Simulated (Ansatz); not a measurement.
**Resistivity from frozen vibrations: Ru(0001) with 2 thermally displaced layers, 2x2**

Wanted: the phonon-limited resistivity of Ru at 180 K by the Landauer route.

Program: Ansatz 0.2.0. Level of theory: Ansatz plane-wave DFT, PBE, PAW files; ballistic transport by layer matching (Landauer), zero bias; PAW set soft_1. Results are calculated unless marked as measured.

### Step 1. Starting point

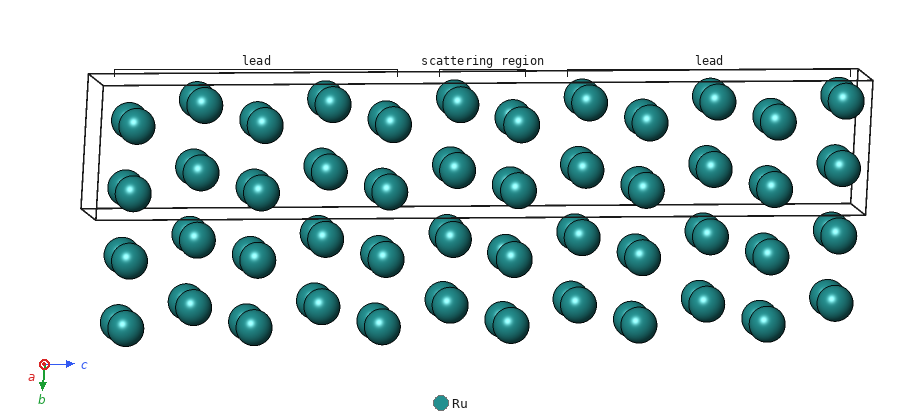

The starting structure, seen from the side, with the c axis across the page (ruthenium teal). 1×2×1 cells are drawn.

The cell holds 48 atoms: 48 Ru. Its edges and angles: a = 5.412 Å, b = 5.412 Å, c = 25.691 Å, α = 90.0°, β = 90.0°, γ = 120.0°. It derives from Ru. Regions: lead, 40 atoms (40 Ru); scattering region, 8 atoms (8 Ru). The structure is stacked along c, and the current runs across the ab planes.

### Step 2. With 2 displaced layers

Each atom of 2 layers is moved at random, by amounts drawn from a normal law 0.0304 Å wide in each direction from the Debye model (600 K) at 180 K. The layers about the cell's end stay perfect and serve as the lead. Disorder leaves little or no symmetry, which makes such runs dear. Energies from -0.05 to 0.05 eV in steps of 0.05 eV are too few for the program's thermal sum, so it prints no conductance; for a metal the transmission near the Fermi level serves, at a fraction of the cost.

n

Input file input.yaml:

```yaml
crystal:
  lattice:
    - [5.4116, 0.0, 0.0]
    - [-2.7058, 4.6865830751, 0.0]
    - [0.0, 0.0, 25.6914]
  atoms:
    - { symbol: Ru, position: [0.1666666667, 0.3333333333, 0.0416666667] }
    - { symbol: Ru, position: [0.1666666667, 0.8333333333, 0.0416666667] }
    - { symbol: Ru, position: [0.6666666667, 0.3333333333, 0.0416666667] }
    - { symbol: Ru, position: [0.6666666667, 0.8333333333, 0.0416666667] }
    - { symbol: Ru, position: [0.3333333333, 0.1666666667, 0.125] }
    - { symbol: Ru, position: [0.3333333333, 0.6666666667, 0.125] }
    - { symbol: Ru, position: [0.8333333333, 0.1666666667, 0.125] }
    - { symbol: Ru, position: [0.8333333333, 0.6666666667, 0.125] }
    - { symbol: Ru, position: [0.1666666667, 0.3333333333, 0.2083333333] }
    - { symbol: Ru, position: [0.1666666667, 0.8333333333, 0.2083333333] }
    - { symbol: Ru, position: [0.6666666667, 0.3333333333, 0.2083333333] }
    - { symbol: Ru, position: [0.6666666667, 0.8333333333, 0.2083333333] }
    - { symbol: Ru, position: [0.3333333333, 0.1666666667, 0.2916666667] }
    - { symbol: Ru, position: [0.3333333333, 0.6666666667, 0.2916666667] }
    - { symbol: Ru, position: [0.8333333333, 0.1666666667, 0.2916666667] }
    - { symbol: Ru, position: [0.8333333333, 0.6666666667, 0.2916666667] }
    - { symbol: Ru, position: [0.1666666667, 0.3333333333, 0.375] }
    - { symbol: Ru, position: [0.1666666667, 0.8333333333, 0.375] }
    - { symbol: Ru, position: [0.6666666667, 0.3333333333, 0.375] }
    - { symbol: Ru, position: [0.6666666667, 0.8333333333, 0.375] }
    - { symbol: Ru, position: [0.333610742, 0.1658110899, 0.4590899492] }
    - { symbol: Ru, position: [0.3321870676, 0.6631974053, 0.4587605333] }
    - { symbol: Ru, position: [0.8437141073, 0.1728004341, 0.457501918] }
    - { symbol: Ru, position: [0.8242175053, 0.6626300312, 0.4583821572] }
    - { symbol: Ru, position: [0.1529175059, 0.3319163297, 0.5401947075] }
    - { symbol: Ru, position: [0.1607970713, 0.8298084414, 0.5412929795] }
    - { symbol: Ru, position: [0.6723513423, 0.3400851685, 0.5415148117] }
    - { symbol: Ru, position: [0.6721768366, 0.8290252017, 0.5420819519] }
    - { symbol: Ru, position: [0.3333333333, 0.1666666667, 0.625] }
    - { symbol: Ru, position: [0.3333333333, 0.6666666667, 0.625] }
    - { symbol: Ru, position: [0.8333333333, 0.1666666667, 0.625] }
    - { symbol: Ru, position: [0.8333333333, 0.6666666667, 0.625] }
    - { symbol: Ru, position: [0.1666666667, 0.3333333333, 0.7083333333] }
    - { symbol: Ru, position: [0.1666666667, 0.8333333333, 0.7083333333] }
    - { symbol: Ru, position: [0.6666666667, 0.3333333333, 0.7083333333] }
    - { symbol: Ru, position: [0.6666666667, 0.8333333333, 0.7083333333] }
    - { symbol: Ru, position: [0.3333333333, 0.1666666667, 0.7916666667] }
    - { symbol: Ru, position: [0.3333333333, 0.6666666667, 0.7916666667] }
    - { symbol: Ru, position: [0.8333333333, 0.1666666667, 0.7916666667] }
    - { symbol: Ru, position: [0.8333333333, 0.6666666667, 0.7916666667] }
    - { symbol: Ru, position: [0.1666666667, 0.3333333333, 0.875] }
    - { symbol: Ru, position: [0.1666666667, 0.8333333333, 0.875] }
    - { symbol: Ru, position: [0.6666666667, 0.3333333333, 0.875] }
    - { symbol: Ru, position: [0.6666666667, 0.8333333333, 0.875] }
    - { symbol: Ru, position: [0.3333333333, 0.1666666667, 0.9583333333] }
    - { symbol: Ru, position: [0.3333333333, 0.6666666667, 0.9583333333] }
    - { symbol: Ru, position: [0.8333333333, 0.1666666667, 0.9583333333] }
    - { symbol: Ru, position: [0.8333333333, 0.6666666667, 0.9583333333] }
kpoints:
  mp_grid: { grid: [5, 5, 1] }
hamiltonian:
  xc: pbe
  pseudopotentials: { kind: paw, azcp: { folder: soft_1 } }
scf:
  occupations: { method: fermi_dirac, width: 0.1 }
output:
  transmission:
    leads: [[0, 8]]
    kmesh: [10, 10]
    e_range: [-0.05, 0.05]
    de: 0.05
  write_potential: true
  write_density: true
  volumetric_format: npy
  elf: true
```

Started as:

```
$ ansatz run input.yaml --threads 4 --pin off --max-ram 15360MiB --backend cpu --events-out ev --progress --plain --runs-dir out
```

Numbers of over 12 decimals in the logs are rounded to 6 here.

Log:

```text
Engine: ansatz 0.2.0, aarch64-unknown-linux-gnu
Pseudopotentials: kind: paw
Pseudopotential: Ru, paw, valence charge 16, recommended cutoff 420 eV (normal), soft_1/Ru.paw.azcp
Functional definition: PBE
  parameter kappa = 0.804
  parameter beta = 0.066725
  exchange = pbe_x(kappa = kappa, mu = beta*pi^2/3)
  correlation = pbe_c(beta = beta)
Crystal: 48 atoms, lattice volume = 651.583 Å³
Basis set: ecut = 420 eV, 12691 PW (Γ)
Bands: 461, of which v1, the nominal top of the filled ones, is band 384 counted from 1 (383 counted from 0)
Symmetry: 1 space group operations
Space group: P1 (ITA 1), of the structure as read, at distance tolerance 8.7e-5 Å
k-points: 13 of 25 (time reversal used)
Non-local potential: Ru, projectors of the file, l = 0: 3, l = 1: 2, l = 2: 2, l = 3: 1
PAW form: soft (Blöchl's): semilocal exchange-correlation on the pseudo side does not see the compensation charge
PAW one-centre angular grid: Ru, 590 points (default); XC on 64 Gauss nodes
Initial density: superposition of atomic densities (chi_scale 0.1, normalization cell)
Initial wavefunctions: pseudopotential atomic-orbital guess
Functional: x = pbe(κ = 0.804, μ = 0.219515), c = pbe(β = 0.066725)
SCF iter   1: F=—  HF=-282208.952802 eV  |F-HF|=—  |Δ(HF+E_count)|=         —  Δρ=1.22e-1  dr2=9.33e1  ethr=3.10e-3  ⟨swp⟩=5.0  Hψ=19247  notcnv=0  defer=4
preconditioner: auto → Kerker (q_TF=auto, 2.804 Å⁻¹)  [metal: Δε(μ)=0.065 eV  Ē_g=5.263 eV  σ=0.100 eV  W_gap=0.16  n_scr=268 (ndim 8)  ℏωp=28.5 eV  f_vac=0.000  D(μ)=40.38/eV (n_scr^D=392)]
SCF iter   2: F=—  HF=-282185.499696 eV  |F-HF|=—  |Δ(HF+E_count)|=    2.35e1  Δρ=5.91e-2  dr2=2.12e1  ethr=3.10e-3  ⟨swp⟩=2.8  Hψ=12062  notcnv=0  defer=56
SCF iter   3: F=—  HF=-282179.166820 eV  |F-HF|=—  |Δ(HF+E_count)|=    6.33e0  Δρ=9.53e-3  dr2=2.65e-1  ethr=2.76e-3  ⟨swp⟩=2.0  Hψ=9310  notcnv=0  defer=56
SCF iter   4: F=—  HF=-282179.218046 eV  |F-HF|=—  |Δ(HF+E_count)|=   5.12e-2  Δρ=1.07e-3  dr2=4.50e-3  ethr=3.45e-5  ⟨swp⟩=2.1  Hψ=11255  notcnv=0  defer=56
SCF iter   5: F=—  HF=-282179.218850 eV  |F-HF|=—  |Δ(HF+E_count)|=   8.04e-4  Δρ=2.19e-4  dr2=1.79e-4  ethr=5.86e-7  ⟨swp⟩=3.0  Hψ=13321  notcnv=0  defer=56
SCF iter   6: F=—  HF=-282179.218850 eV  |F-HF|=—  |Δ(HF+E_count)|=   2.07e-7  Δρ=4.83e-5  dr2=1.12e-5  ethr=2.33e-8  ⟨swp⟩=2.5  Hψ=10433  notcnv=0  defer=56
SCF iter   7: F=—  HF=-282179.220187 eV  |F-HF|=—  |Δ(HF+E_count)|=   1.34e-3  Δρ=1.09e-5  dr2=7.16e-7  ethr=1.45e-9  ⟨swp⟩=2.0  Hψ=8418  notcnv=0  defer=56
SCF iter   8: F=-282179.220187 eV  HF=-282179.220187 eV  |F-HF|=1.30e-8  |Δ(HF+E_count)|=   1.07e-7  Δρ=1.70e-6  dr2=2.16e-8  ethr=1.30e-11  ⟨swp⟩=8.3  Hψ=13860  notcnv=0
SCF 1 converged in 8 iterations: F = -282179.220187 eV  dr2 = 2.16e-8
  greatest PAW one-centre occupation: 1.000 electrons in one spin orbital (limit 2), on the Ru atom at site 24 (counted from 0), in its partial waves of l = 0
transmission: 251 of 2496 steps passed
transmission: 500 of 2496 steps passed
[...]
transmission: 2496 of 2496 steps passed
SCF converged after 8 iterations
Free energy (F): -282179.220187 eV
Harris-Foulkes:  -282179.220187 eV  (|F-HF|=1.30e-8)
Internal energy: -282177.692694 eV  (E = F + TS)
E sigma→0 (E₀):  -282178.456440 eV
Entropy (-TS):   -1.527493 eV (-31.823 meV/atom)
Fermi energy:    23.336637 eV
--- Per-component energies (eV) ---
  E_band       = -2694.739900
  E_kinetic    = 22101.466698
  E_local      = -60964.907055  (includes V_loc(G=0)·N_el)
  E_nonlocal   = 19798.459173
  E_hartree    = 20214.283045
  E_xc         = -8167.902824
  E_vxc        = -10329.941947  (∫ρ·V_xc dr)
  E_paw        = -168071.657626  (= ΣΔE_a)
  E_vpaw       = -13728.413356  (= ΣTr[D̂ρ^β])
  E_aug_tail   = 0.030048  (compensation charges beyond the density's cutoff)
  E_ewald      = -107087.464152
  E_smearing   = -1.527493  (= −TS)
  E_closure    = -0.000000  (closes the sum)
  Σ components = -282179.220187   (vs F -282179.220187, Δ=0.00e0)
--- Band table (eV; the first three rows and the last of 13) ---
  k-point 0: bands = [... 380 lower, 23.8820, 23.8850, 24.3640, 24.3675, 24.3690, 24.3739, 24.4888, 24.5162, ... 73 higher]
  k-point 1: bands = [... 380 lower, 23.4769, 23.4994, 23.5075, 23.8285, 23.8375, 24.0222, 24.0266, 24.1130, ... 73 higher]
  k-point 2: bands = [... 380 lower, 22.9631, 23.0098, 23.0199, 23.0994, 23.1760, 23.1839, 23.3650, 23.3721, ... 73 higher]
  k-point 12: bands = [... 380 lower, 23.0914, 23.1187, 23.1336, 23.3148, 23.3271, 23.3672, 23.3739, 23.3766, ... 73 higher]
--- Transmission ---
  basis      : 223 plane waves across, 48 finite elements along
  points     : 52, standing for a mesh of 10 x 10
  energies   : 3 from -0.050000 to 0.050000 eV about the Fermi level, 0.050000 eV apart; the leads are filled to 0.000000 eV, and channels, transmission and decay are at 0.000000 eV
  crystal 0  : Ru8, at the sites [0, 8], period 4.2819 Å, over 21.41 Å; its Hamiltonian steps by up to 0.9 meV
    offset         : up to 0.0000 Å between an atom of the period and one for which it stands
    channels       : 5.160000e0 a spin
    conductance    : none, the energies end too early or step too widely for 300 K: set another output.transmission.e_range or a lower de, or, where they end at an eighth of basis.ecutwfc, a higher one
  junction   : crystal 0 to crystal 0, 0.70 to 22.11 Å
    transmission   : 5.047014e0 a spin
    conductance    : none, the energies end too early or step too widely for 300 K: set another output.transmission.e_range or a lower de, or, where they end at an eighth of basis.ecutwfc, a higher one
```

The job ended after 11 min (4 threads of Arm Neoverse V1, shared host; peak memory 6.4 GiB; 40 min of CPU time).

Numbers from this step:

* free energy: -282179.2202 eV
* energy at zero smearing: -282178.4564 eV
* Fermi energy: 23.34 eV
* cell area: 25.36 Å²
* transmission per spin nearest the Fermi level: 5.047
* open channels per spin nearest the Fermi level: 5.16
* step of the lead's potential: 0.9 meV

Per spin. Table of transmission, zone mean by energy, zero at the Fermi level:

```tsv
energy (eV)	transmission, zone mean
-0.0500	5.08
0.0000	5.05
0.0500	5.43
```

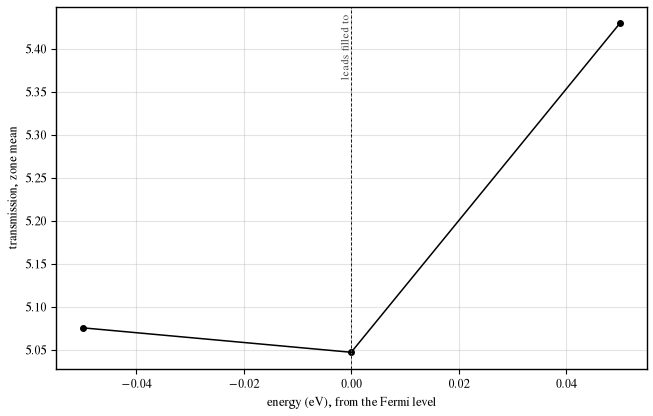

Transmission, zone mean against energy.

Per spin. Table of open channels, zone mean, lead by energy, zero at the Fermi level:

```tsv
energy (eV)	open channels, zone mean, lead
-0.0500	5.16
0.0000	5.16
0.0500	5.64
```

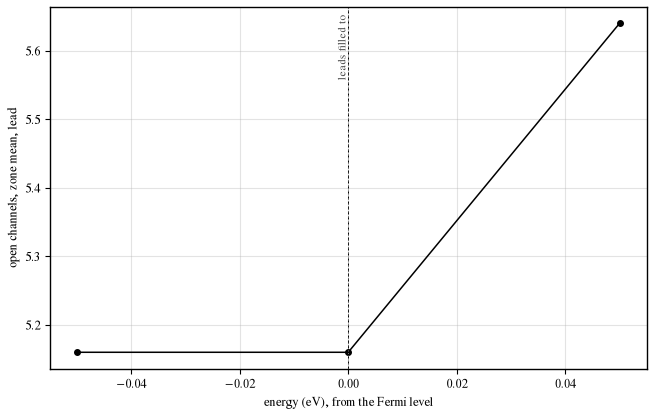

Open channels, zone mean, lead, plotted against energy.

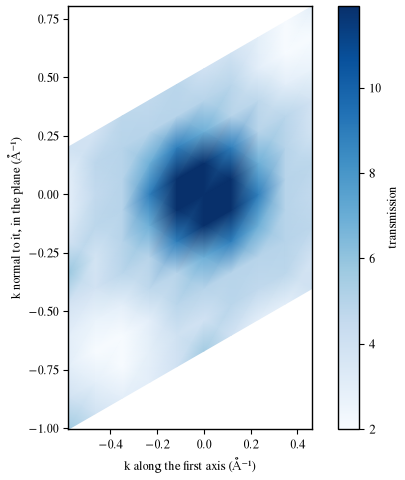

Transmission over k1 and k2. At 0.0000 eV from the Fermi level.

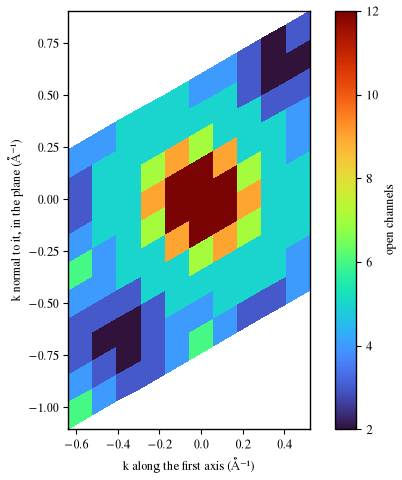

Open channels over k1 and k2. At 0.0000 eV from the Fermi level.

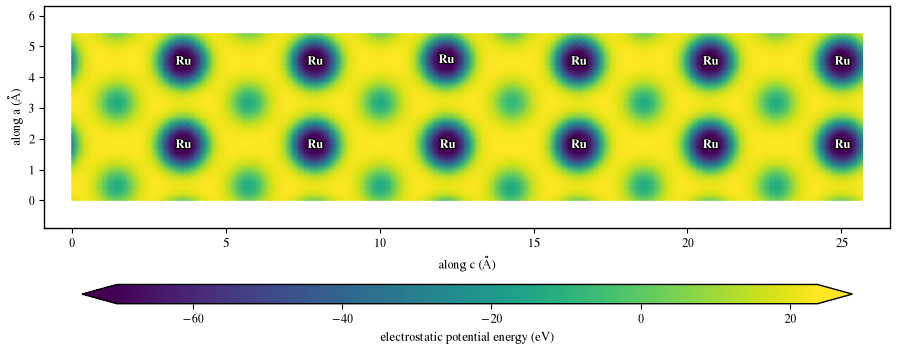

Electrostatic potential energy in the ca plane at fractional y = 0.166, with atoms of Ru within 0.2 Å of it. With pseudopotentials it is smooth inside the atoms' cores, unlike the true potential.

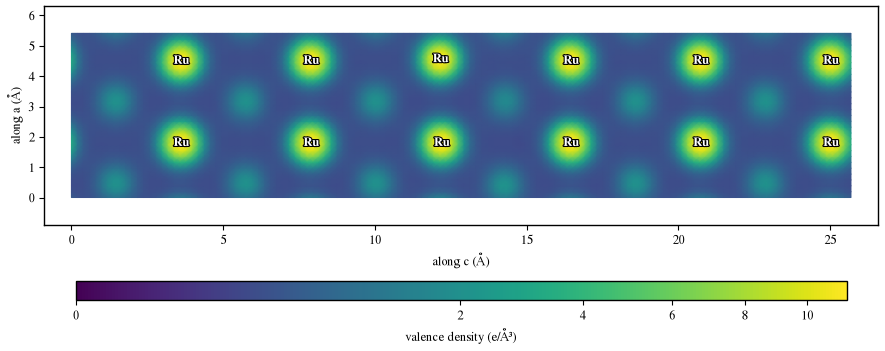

Valence density in the ca plane at fractional y = 0.166, with atoms of Ru within 0.2 Å of it. It is the smooth field of the valence electrons, not physical close to the nuclei. The colour scale is stretched toward low values.

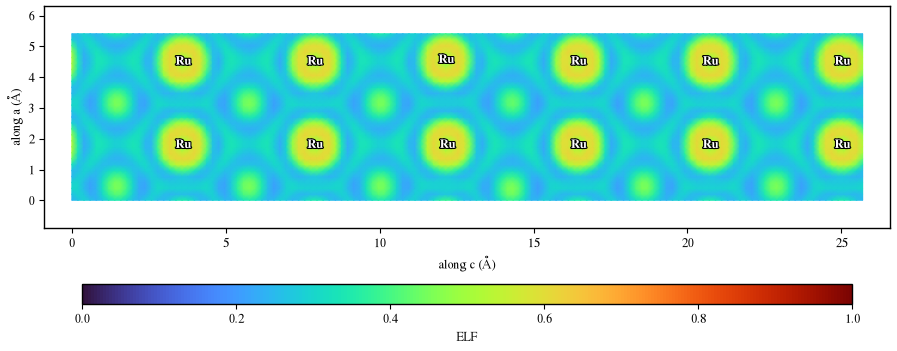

ELF in the ca plane at fractional y = 0.166, with atoms of Ru within 0.2 Å of it. It is the smooth field of the valence electrons, not physical close to the nuclei.

Over the solved energies the transmission per spin lies between 5.05 and 5.43, out of 5.32 channels of the lead on average (up to 5.64).

[end of part 1 of 2]

[Logs are printed without paths, hosts, clocks, repeated set-up lines and the standing remarks that a program may print on its own settings, such as how far it seeks lower states.]

[Hosts, paths, dates, database ids (printed as entryN), source tags and the programs' standing remarks are cut or masked in the printed files.]
